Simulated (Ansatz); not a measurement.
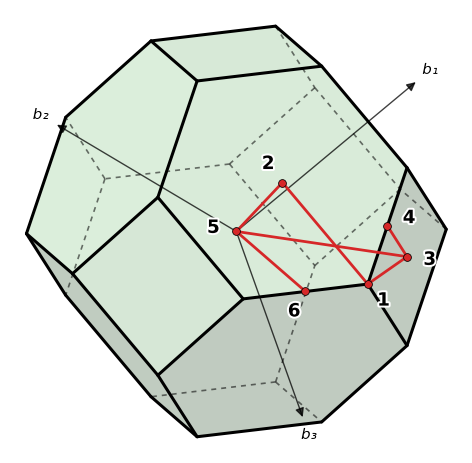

Crystal: SrSc, the geometry relaxed with DFT PBE, scalar-relativistic, plane waves, PAW in Ansatz 0.2.0; the starting structure was generated, so it need not be a known form of this composition. The first Brillouin zone of a face-centred cubic lattice (cF; extended symbol cF2) is drawn with its special points numbered. The drawing is computed from the coordinates (standard cell, symmetry found to 0.002 Å).

a = 8.123 Å, b = 8.123 Å, c = 8.123 Å, α = 90.00°, β = 90.00°, γ = 90.00°.

Labels and path follow the convention of Hinuma et al. (2017), as computed by seekpath; the arrows show the directions of the reciprocal primitive vectors b₁, b₂, b₃, in which coordinates are given.

Which special point is each number?

Answer.
```json
{"no.": "1", "label": "W", "coordinates": "(1/2, 1/4, 3/4)"}
{"no.": "2", "label": "L", "coordinates": "(1/2, 1/2, 1/2)"}
{"no.": "3", "label": "X", "coordinates": "(1/2, 0, 1/2)"}
{"no.": "4", "label": "U", "coordinates": "(5/8, 1/4, 5/8)"}
{"no.": "5", "label": "Γ", "coordinates": "(0, 0, 0)"}
{"no.": "6", "label": "K", "coordinates": "(3/8, 3/8, 3/4)"}
```
